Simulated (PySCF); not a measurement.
# SiHTeCl3 (SMILES Cl[Si](Cl)(Cl)[TeH]) at 6 levels

Wanted: a comparison of 6 runs (HF/STO-3G, HF/def2-SVP, B3LYP/STO-3G, TPSS/def2-SVP, B3LYP/def2-SVPD, r2SCAN/def2-TZVP) of SiHTeCl3. The job is set up through a Python script.

The calculation is run with PySCF 2.14.0.

1 further run of the same task is left out (set aside as unsound or not needed).

## Step 1: The system as given

SiHTeCl3 has 6 atoms, charge 0, and is taken as a singlet. SMILES: `Cl[Si](Cl)(Cl)[TeH]`. The shape is that of a PBE0-D4/def2-TZVP optimisation.

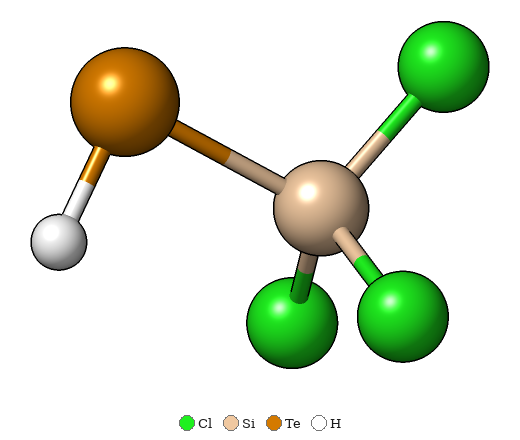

Viewed from a chosen angle; chlorine green, silicon light orange, tellurium orange, hydrogen white.

## Step 2: Energy and forces at HF/STO-3G (run 1)

run.py reads:

```python
import pyscf.grad
from pyscf import gto

mol = gto.Mole()
mol.atom = '''
Cl    -1.351910    -1.976087     3.312123
Si     0.474510    -0.906502     0.099022
Cl     4.141713    -2.056589     0.302167
Cl    -1.243062    -2.716481    -2.829676
Te     0.595264     3.723138    -0.456180
H     -2.536957     3.811200    -0.514761
'''
mol.max_memory = 1860
mol.basis = 'sto-3g'
mol.charge = 0
mol.verbose = 4
mol.unit = 'bohr'
mol.build()

hf = mol.RHF()
hf.conv_tol = 1e-10
hf.kernel()
if not hf.converged:
    hf = hf.newton().run(hf.mo_coeff, hf.mo_occ)

e_tot = hf.e_tot
print('E(%s) = %.9f' % ('HF', e_tot))
grad = hf.Gradients().kernel()
hf.analyze()
```

Run with:

```
$ OMP_NUM_THREADS=1 python run.py
```

The program printed:

```text
PySCF version 2.14.0

[... 58 lines left out ...]
converged SCF energy = -8197.23991684436
[... 22 lines left out ...]
MO #1   energy= -1118.70996882032  occ= 2
[... 6 lines left out ...]
MO #8   energy= -103.703468262418  occ= 2
[... 6 lines left out ...]
MO #15  energy= -21.6407174010137  occ= 2
[... 6 lines left out ...]
MO #22  energy= -7.84089378586826  occ= 2
[... 6 lines left out ...]
MO #29  energy= -7.83102977632552  occ= 2
[... 6 lines left out ...]
MO #36  energy= -4.20499203306928  occ= 2
[... 6 lines left out ...]
MO #43  energy= -1.64371160927143  occ= 2
[... 6 lines left out ...]
MO #50  energy= -0.524396828000528 occ= 2
[... 6 lines left out ...]
MO #57  energy= -0.419755270603082 occ= 2
[... 6 lines left out ...]
MO #64  energy= 0.364161769297405  occ= 0
[... 34 lines left out ...]
pop of  3 Cl 2pz          1.99980
pop of  3 Cl 3px          1.84952
pop of  3 Cl 3py          1.84060
pop of  3 Cl 3pz          1.63868
pop of  4 Te 1s           2.00000
pop of  4 Te 2s           1.99999
pop of  4 Te 3s           1.99994
pop of  4 Te 4s           1.99999
pop of  4 Te 5s           1.77848
pop of  4 Te 2px          2.00000
pop of  4 Te 2py          2.00000
pop of  4 Te 2pz          2.00000
pop of  4 Te 3px          1.99997
pop of  4 Te 3py          1.99997
pop of  4 Te 3pz          2.00000
pop of  4 Te 4px          1.99982
pop of  4 Te 4py          1.99976
pop of  4 Te 4pz          1.99999
pop of  4 Te 5px          1.10073
pop of  4 Te 5py          1.10616
pop of  4 Te 5pz          1.95092
pop of  4 Te 3dxy         2.00000
pop of  4 Te 3dyz         2.00000
pop of  4 Te 3dz^2        2.00000
pop of  4 Te 3dxz         2.00000
pop of  4 Te 3dx2-y2      1.99999
pop of  4 Te 4dxy         1.99986
pop of  4 Te 4dyz         1.99981
pop of  4 Te 4dz^2        1.99867
pop of  4 Te 4dxz         1.99999
pop of  4 Te 4dx2-y2      1.99656
pop of  5 H 1s            1.04520
 ** Mulliken atomic charges  **
charge of    0Cl =     -0.25605
charge of    1Si =      0.74561
charge of    2Cl =     -0.25771
charge of    3Cl =     -0.25604
charge of    4Te =      0.06939
charge of    5H =     -0.04520
Dipole moment(X, Y, Z, Debye): -1.32593,  2.08311, -0.27173
```

Wall time 6.9 s (1 thread of Intel Xeon at 2.70GHz, shared host); peak memory 0.14 GiB.

## Step 3: Energy and gradient at HF/def2-SVP (core potential) (run 2)

input.py reads:

```python
import pyscf.grad
from pyscf import gto

mol = gto.Mole()
mol.atom = [
    ('Cl', (-0.715400, -1.045700, 1.752700)),
    ('Si', (0.251100, -0.479700, 0.052400)),
    ('Cl', (2.191700, -1.088300, 0.159900)),
    ('Cl', (-0.657800, -1.437500, -1.497400)),
    ('Te', (0.315000, 1.970200, -0.241400)),
    ('H', (-1.342500, 2.016800, -0.272400)),
]
mol.basis = 'def2-svp'
mol.max_memory = 1860
mol.ecp = {'Te': 'def2-svp'}
mol.verbose = 4
mol.build()

mf = mol.RHF()
mf.conv_tol = 1e-10
mf.kernel()
if not mf.converged:
    mf = mf.newton().run(mf.mo_coeff, mf.mo_occ)

e_final = mf.e_tot
print('Final energy', e_final)
grad = mf.Gradients().kernel()
mf.analyze()
```

Run with:

```
$ OMP_NUM_THREADS=1 python input.py
```

The program printed:

```text
PySCF version 2.14.0

[... 64 lines left out ...]
converged SCF energy = -1934.64953553438
[... 24 lines left out ...]
MO #3   energy= -104.811850174607  occ= 2
[... 9 lines left out ...]
MO #13  energy= -8.04850471730898  occ= 2
[... 9 lines left out ...]
MO #23  energy= -4.37448023649526  occ= 2
[... 9 lines left out ...]
MO #33  energy= -0.855088316801329 occ= 2
[... 9 lines left out ...]
MO #43  energy= -0.464364966719947 occ= 2
[... 9 lines left out ...]
MO #53  energy= 0.41541014683418   occ= 0
[... 9 lines left out ...]
MO #63  energy= 0.666955376271712  occ= 0
[... 9 lines left out ...]
MO #73  energy= 0.977988896487426  occ= 0
[... 9 lines left out ...]
MO #83  energy= 1.09807809908022   occ= 0
[... 9 lines left out ...]
MO #93  energy= 1.37425310029221   occ= 0
[... 9 lines left out ...]
MO #103 energy= 53.1897344420156   occ= 0
[... 73 lines left out ...]
pop of  3 Cl 3dx2-y2      0.00121
pop of  4 Te 4s           1.78807
pop of  4 Te 5s           1.85097
pop of  4 Te 6s           0.08944
pop of  4 Te 7s           0.21161
pop of  4 Te 4px          0.02658
pop of  4 Te 4py          0.38821
pop of  4 Te 4pz          0.38976
pop of  4 Te 5px          1.83352
pop of  4 Te 5py          1.62322
pop of  4 Te 5pz          1.62344
pop of  4 Te 6px          0.24646
pop of  4 Te 6py          0.40139
pop of  4 Te 6pz          0.49766
pop of  4 Te 7px          1.59900
pop of  4 Te 7py          0.03620
pop of  4 Te 7pz          0.04723
pop of  4 Te 4dxy         1.79764
pop of  4 Te 4dyz         1.80203
pop of  4 Te 4dz^2        1.79632
pop of  4 Te 4dxz         1.81969
pop of  4 Te 4dx2-y2      1.99894
pop of  4 Te 5dxy         0.17970
pop of  4 Te 5dyz         0.16872
pop of  4 Te 5dz^2        0.19582
pop of  4 Te 5dxz         0.12159
pop of  4 Te 5dx2-y2      0.00181
pop of  5 H 1s            1.53093
pop of  5 H 2s            0.02169
pop of  5 H 2px           0.04606
pop of  5 H 2py           0.00367
pop of  5 H 2pz           0.01805
 ** Mulliken atomic charges  **
charge of    0Cl =     -0.30457
charge of    1Si =      0.06401
charge of    2Cl =     -0.29897
charge of    3Cl =     -0.30508
charge of    4Te =      1.46500
charge of    5H =     -0.62040
Dipole moment(X, Y, Z, Debye): -0.37026,  1.24429, -0.15575
```

Run time: 13 s. Hardware: 1 thread of Intel Xeon at 2.70GHz, shared host; peak memory 0.23 GiB.

Runs 3 to 5 aren't shown in full; the table further down has their settings and results.

## Step 4: Energy and gradient at r2SCAN/def2-TZVP (core potential) (run 6)

run.py reads:

```python
import pyscf.grad
from pyscf import gto, dft

mol = gto.M(
    atom='''
Cl  -0.715400  -1.045700   1.752700
Si   0.251100  -0.479700   0.052400
Cl   2.191700  -1.088300   0.159900
Cl  -0.657800  -1.437500  -1.497400
Te   0.315000   1.970200  -0.241400
H   -1.342500   2.016800  -0.272400
''',
    charge=0,
    basis='def2-tzvp',
    verbose=4,
    ecp={'Te': 'def2-svp'},
    max_memory=1860,
)

mf = dft.RKS(mol)
mf.xc = 'r2scan'
mf.grids.level = 5
mf.conv_tol = 1e-10
mf.kernel()
if not mf.converged:
    mf = mf.newton().run(mf.mo_coeff, mf.mo_occ)

energy = mf.e_tot
print('E(%s) = %.9f' % ('R2SCAN', energy))
grad = mf.Gradients().kernel()
mf.analyze()
```

Run with:

```
$ OMP_NUM_THREADS=1 python run.py
```

The program printed:

```text
PySCF version 2.14.0

[... 116 lines left out ...]
MO #6   energy= -9.38205975756471  occ= 2
[... 17 lines left out ...]
MO #24  energy= -3.65103636988567  occ= 2
[... 17 lines left out ...]
MO #42  energy= -0.317691187901911 occ= 2
[... 17 lines left out ...]
MO #60  energy= 0.183826025069954  occ= 0
[... 17 lines left out ...]
MO #78  energy= 0.417282643929554  occ= 0
[... 17 lines left out ...]
MO #96  energy= 0.82299818940186   occ= 0
[... 17 lines left out ...]
MO #114 energy= 1.27007540440771   occ= 0
[... 17 lines left out ...]
MO #132 energy= 1.77997292330555   occ= 0
[... 17 lines left out ...]
MO #150 energy= 2.09868656915142   occ= 0
[... 17 lines left out ...]
MO #168 energy= 2.56543289807425   occ= 0
[... 17 lines left out ...]
MO #186 energy= 6.32121642698291   occ= 0
[... 17 lines left out ...]
MO #204 energy= 104.595752015267   occ= 0
[... 174 lines left out ...]
pop of  4 Te 4dxz         1.37364
pop of  4 Te 4dx2-y2      1.99602
pop of  4 Te 5dxy         0.48924
pop of  4 Te 5dyz         0.49174
pop of  4 Te 5dz^2        0.50990
pop of  4 Te 5dxz         0.45700
pop of  4 Te 5dx2-y2      0.00283
pop of  4 Te 6dxy         0.13823
pop of  4 Te 6dyz         0.12795
pop of  4 Te 6dz^2        0.11656
pop of  4 Te 6dxz         0.14265
pop of  4 Te 6dx2-y2      0.00386
pop of  4 Te 4f-3         0.00006
pop of  4 Te 4f-2         0.00003
pop of  4 Te 4f-1         0.00006
pop of  4 Te 4f+0         0.00006
pop of  4 Te 4f+1         0.00004
pop of  4 Te 4f+2         0.00005
pop of  4 Te 4f+3         0.00010
pop of  4 Te 5f-3         0.00113
pop of  4 Te 5f-2         0.00013
pop of  4 Te 5f-1         0.00036
pop of  4 Te 5f+0         0.00012
pop of  4 Te 5f+1         0.00143
pop of  4 Te 5f+2         0.00062
pop of  4 Te 5f+3         0.00174
pop of  5 H 1s            1.47681
pop of  5 H 2s            0.01703
pop of  5 H 3s            0.01830
pop of  5 H 2px           0.05756
pop of  5 H 2py           0.00445
pop of  5 H 2pz           0.01254
 ** Mulliken atomic charges  **
charge of    0Cl =     -0.28149
charge of    1Si =     -0.20207
charge of    2Cl =     -0.27435
charge of    3Cl =     -0.28133
charge of    4Te =      1.62592
charge of    5H =     -0.58669
Dipole moment(X, Y, Z, Debye): -0.26940,  1.13165, -0.14044
```

Wall time 6 min (1 thread of Intel Xeon at 2.70GHz, shared host); peak memory 1.7 GiB.

## Step 5: The series

| run | level | core potential | integration grid | energy (Eh) | dipole moment (D) | HOMO energy (eV) | LUMO energy (eV) | wall time |
| --- | --- | --- | --- | --- | --- | --- | --- | --- |
| 1 | HF/STO-3G | – | – | -8197.239917 | 2.48 | -7.92 | 4.59 | 6.9 s |
| 2 | HF/def2-SVP (core potential) | def2-svp | – | -1934.649536 | 1.31 | -9.34 | 2.00 | 13 s |
| 3 | B3LYP/STO-3G | – | 5 | -8201.687537 | 2.20 | -5.25 | 0.39 | 19 s |
| 4 | TPSS/def2-SVP (core potential) | def2-svp | 5 | -1938.333450 | 1.21 | -6.02 | -2.05 | 72 s |
| 5 | B3LYP/def2-SVPD (core potential) | def2-svp | 5 | -1938.518662 | 1.38 | -6.85 | -1.84 | 99 s |
| 6 | r2SCAN/def2-TZVP (core potential) | def2-svp | 5 | -1938.943669 | 1.17 | -6.26 | -2.09 | 6 min |

## Step 6: What came out

| quantity | value |
| --- | --- |
| run 6: total energy | -1938.94367 Eh |
| run 6: dipole moment | 1.17 D |
| run 6: HOMO energy | -6.26 eV |
| run 6: LUMO energy | -2.09 eV |
| run 6: HOMO–LUMO gap | 4.17 eV |
| run 6: largest force on an atom | 0.096 eV/Å |

**Reading.** The dipole moment (its size) runs from 1.17 D (r2SCAN/def2-TZVP) to 2.48 D (HF/STO-3G). The two ends differ in method and basis and core potential. The HOMO–LUMO gap runs from 3.97 eV (TPSS/def2-SVP) to 12.52 eV (HF/STO-3G). Totals of different functionals can't be ranked against each other. Some runs of one species differ in core potentials or relativity; totals across that change don't compare. In runs 1, 3 the basis is minimal, so the values are rough. In runs 1, 3 relativity is left out where basis or elements ask for it. All runs together took 9.5 min, the longest 6 min.
